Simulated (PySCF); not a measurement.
```yaml
atoms:
  - { symbol: C, position_ang: [-3.3245, 0.0743, 0.9890] }
  - { symbol: C, position_ang: [-2.0161, 0.7397, 0.5806] }
  - { symbol: N, position_ang: [-0.9820, -0.2561, 0.4871] }
  - { symbol: C, position_ang: [0.1929, 0.0747, 0.1562] }
  - { symbol: C, position_ang: [1.2434, -0.9041, 0.0572] }
  - { symbol: C, position_ang: [2.4816, -0.5834, -0.2855] }
  - { symbol: C, position_ang: [3.8626, -0.9015, -0.5644] }
  - { symbol: C, position_ang: [3.4982, 0.3694, -0.6735] }
  - { symbol: H, position_ang: [-3.6041, -0.6747, 0.2532] }
  - { symbol: H, position_ang: [-4.1197, 0.8119, 1.0660] }
  - { symbol: H, position_ang: [-3.2033, -0.4191, 1.9493] }
  - { symbol: H, position_ang: [-2.1437, 1.2501, -0.3850] }
  - { symbol: H, position_ang: [-1.7425, 1.5080, 1.3185] }
  - { symbol: H, position_ang: [0.4829, 1.1143, -0.0728] }
  - { symbol: H, position_ang: [0.9784, -1.9275, 0.2760] }
  - { symbol: H, position_ang: [4.6242, -1.6397, -0.6325] }
  - { symbol: H, position_ang: [3.7646, 1.3756, -0.8906] }
```

Geometry: GFN2-xTB.

Theory: PBE0/def2-SVPD, SCF density, gas phase in PySCF.

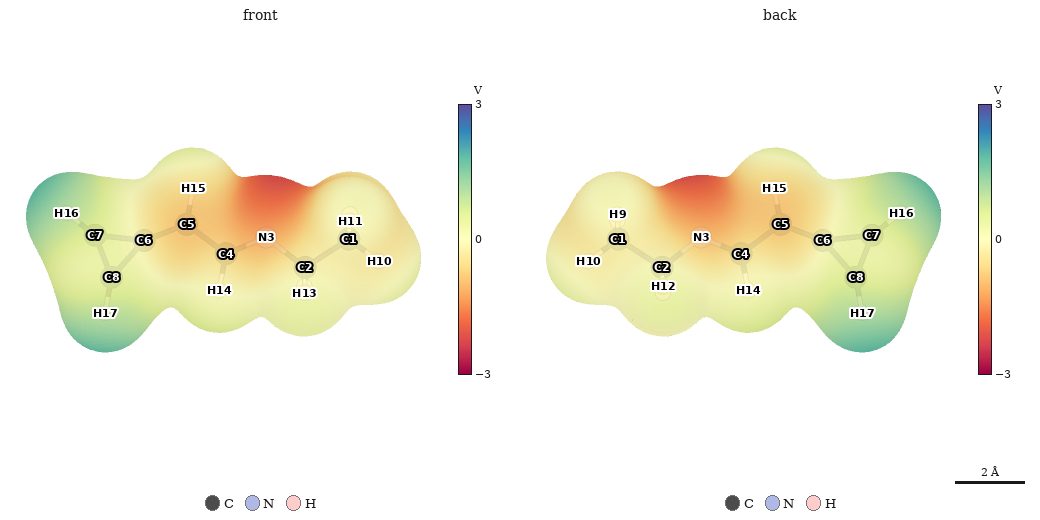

C₇H₉N (SMILES CC/N=C/C=C1C=C1). The molecular electrostatic potential painted on the density surface at 0.002 e/bohr³, seen from the front and from behind; red is negative and blue positive.

Which sites attract a positive test charge, and which a negative one?

Answer. A positive charge is drawn to the negative regions and a negative charge to the positive ones. The most negative region (about −2.1 V) lies over N3, the most positive (about +1.8 V) over H16 and H17. N3 is the likeliest acceptor of a hydrogen bond.

What dipole moment does the calculation give?

Answer. Its dipole moment is 4.41 D.
